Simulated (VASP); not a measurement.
Band structure of Ta (bcc). These are PBE GGA with D4 dispersion, VASP's PBE PAW potentials (set 64) (plane waves; VASP) values and carry that method's errors.

Unless said otherwise, spin-orbit coupling is left out, though it shifts the bands of the heavy elements here.

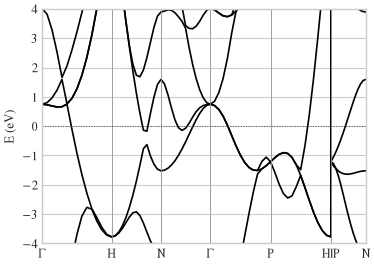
Figure. Bands along high-symmetry lines, zero at the valence-band maximum or, without a gap, the Fermi level

### Question
Read the plot: is there a gap, and where are the band edges?

### Answer
It has no gap at this level: it comes out as a metal or semimetal. (Edges off the drawn lines would not show.)

The compound is Ta in the bcc structure. It was relaxed first.
